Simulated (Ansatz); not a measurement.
```xyz
12

C    -0.4218   -1.1749    2.1699
F    -0.0627   -0.0350   -1.6779
F    -1.1640    2.2946    0.9899
Mo   -0.5773    0.8695   -0.1450
N    -0.4730   -0.2913    1.0724
O    -2.3476    0.9591   -0.7530
O     1.0048    1.8737   -0.1680
H     0.6035   -1.5531    2.3170
H    -0.7356   -0.6452    3.0859
H    -1.0979   -2.0315    2.0110
H    -3.0538    1.3991   -0.2659
H     1.2035    2.5632    0.4761
```

Geometry: PBE0-D4/def2-SVP; core potentials replace the inner electrons of Mo.

The calculation used isolated molecule in a Gaussian basis; Kohn-Sham density functional theory, functional PBE0 (Ansatz 0.2.0).

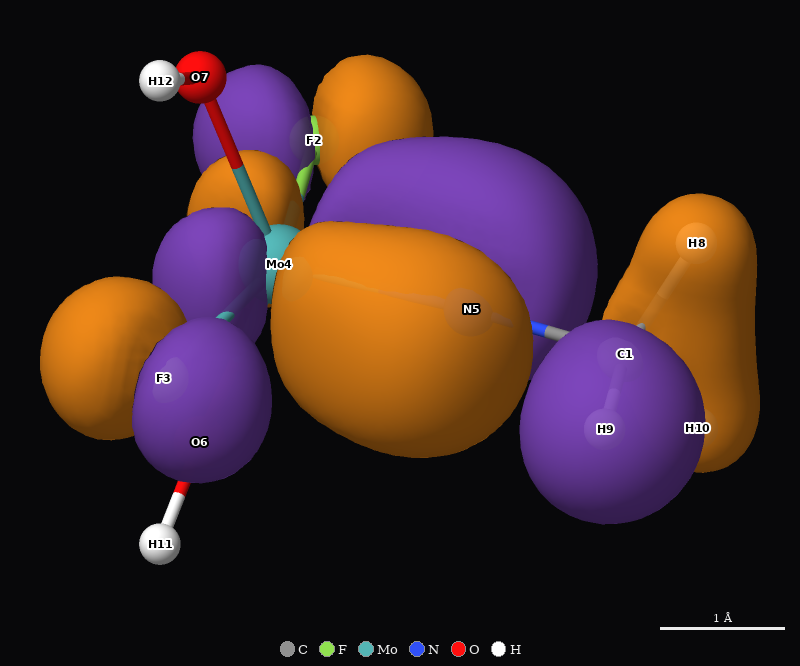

CH$_{5}$F$_{2}$MoNO$_{2}$ (SMILES C[N]=[Mo]([OH])([OH])([F])[F]). The HOMO−1 at ±0.1 Å⁻³ᐟ² (orange and purple are the two phases), seen at a tilt.

**What is the character of this orbital?**

It lies mainly on N5 (about 40 %), Mo4 (about 20 %), F3 (about 15 %), F2 (about 10 %) and C1 (about 10 %). Its energy is −8.80 eV.
